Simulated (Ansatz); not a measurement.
Fields on a plane of Cu3Pd (Cu3Au type)

```xyz
4
Lattice="3.6547 0.0000 0.0000 0.0000 3.6547 0.0000 0.0000 0.0000 3.6547" Properties=species:S:1:pos:R:3 pbc="T T T"
Cu     0.0000     1.8273     1.8273
Cu     1.8273     0.0000     1.8273
Cu     1.8273     1.8273     0.0000
Pd     0.0000     0.0000     0.0000
```

The slice is a {100} plane (indices of the conventional cell) through the point (0.500, 0.000, 0.500) (fractional), spanned by u = [100] and v = [010] in vectors of this cell: u (3.65 Å) and v (3.65 Å, at 90° to u). It covers one period; positions are fractions (u, v).

Atoms on it: Cu at (0.50, 0.50); Cu at (0.00, 0.00).

Calculation: PBEsol (plane waves to 420 eV, PAW, scalar-relativistic; Ansatz, a program for electronic structure). k mesh 13×13×13. Inside the PAW spheres the values are not all-electron values, and peaks at nuclei hang on which shells count as valence. Cu3Pd is run without spin polarisation. Cu3Pd was relaxed with its symmetry unable to fall.

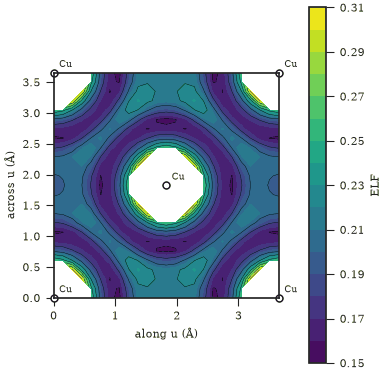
Figure: Electron localisation function (ELF), one period of the plane, atoms marked. Points within 0.5 Å of a nucleus are left white, as the pseudised field means little there.

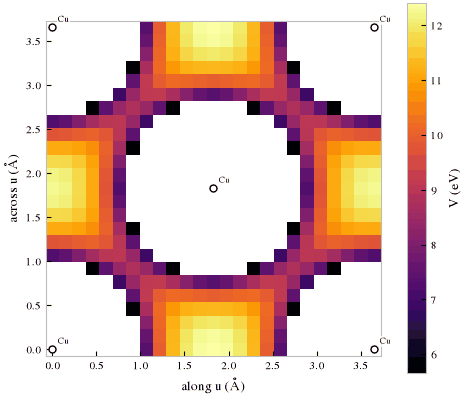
Figure: Electrostatic potential energy of an electron, from the cell's mean, in eV, one period of the plane, atoms marked. Points within 1 Å of a nucleus are left white, as the pseudised field means little there. The zero, the cell's mean, hangs on the PAW cores.

- Density on the Cu–Cu line (2.58 Å) at its midpoint: 0.26 e/Å³
- ELF at that point: 0.21
